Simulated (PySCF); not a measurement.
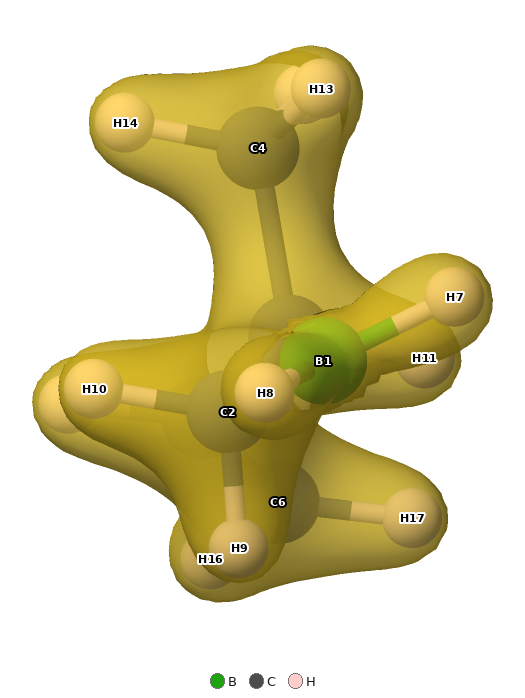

C5H11B (SMILES BC[C@H](C)C=C). Isosurface of the total electron density at 0.8 e/Å³ (yellow), seen at an oblique angle.

Geometry: GFN2-xTB.

These are results of PBE0/def2-SVPD, SCF density, gas phase in PySCF, not measurements.

Input

```
{"job": {"kind": "uv", "xc": "PBE0", "basis": "def2-SVPD", "nstates": 6, "ntriplets": 2}, "charge": 0, "multiplicity": 1}
B      2.454044    -0.217992    -0.344794
C      1.100532    -0.510285     0.387664
C     -0.173928     0.097187    -0.222479
C     -0.146835     1.621132    -0.091907
C     -1.386300    -0.449205     0.469860
C     -2.344342    -1.137901    -0.120894
H      2.478676     0.206513    -1.434006
H      3.459911    -0.471189     0.195733
H      0.993107    -1.603150     0.388687
H      1.146737    -0.238763     1.446427
H     -0.220500    -0.165088    -1.284083
H     -1.038658     2.057974    -0.536365
H      0.729309     2.024314    -0.594036
H     -0.107505     1.913434     0.955852
H     -1.438206    -0.244943     1.532646
H     -3.196210    -1.516675     0.418948
H     -2.316830    -1.353332    -1.177163
```

Launched as:

```sh
OMP_NUM_THREADS=1 python probes_run.py task.json out
```

Q: How is the density connected at this value?

A: At this value the surface is in one piece. It bridges the sampled C–C (1.32 Å), C–B (1.57 Å), C–H (1.08 Å) and C–C (1.50 Å) contacts, where the density stays above the isovalue. On the grid the lowest density along these lines, outside the cores, is 2.3 e/Å³ (C–C, 1.32 Å), 1.3 e/Å³ (C–B, 1.57 Å), 1.9 e/Å³ (C–H, 1.08 Å) and 1.7 e/Å³ (C–C, 1.50 Å).
